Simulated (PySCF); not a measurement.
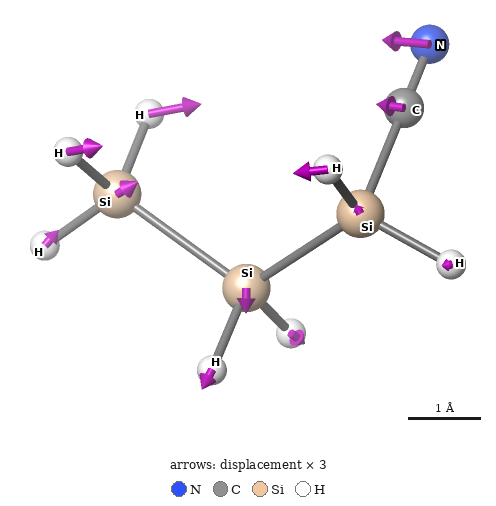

This is a relaxation of CH₇NSi₃. The starting structure is drawn; purple arrows show the displacements, magnified 3 times. The two geometries are superimposed by the best rigid fit.

The picture is a ball-and-stick view, seen at a tilt.

The start comes from GFN2-xTB. Its atoms were then displaced at random by about 0.01 Å.

Computed with PySCF 2.14.0, density-fitted response routines, PBE0-D3(BJ)/def2-SVP geometry optimisation, gas phase. 

Q: What happened in the run?

A: The atom that moves furthest after the best rigid fit is the N atom (0.27 Å). Largest moves by element: N 0.27 Å, H 0.26 Å, C 0.15 Å, Si 0.13 Å. Some distances before and after: Si–Si 2.277 → 2.344 Å, H–Si 1.443 → 1.495 Å, H–Si 1.461 → 1.493 Å, Si–Si 2.327 → 2.345 Å. Among the angles between lasting bonds that change: Si–Si–Si 116.5° → 107.7°, H–Si–H 103.0° → 109.5°, Si–Si–H 119.7° → 114.7°. After 6 geometry steps the energy has fallen by 21.6 kJ/mol. Cost: 37 s on 1 thread of Arm Neoverse V1, on a shared host.
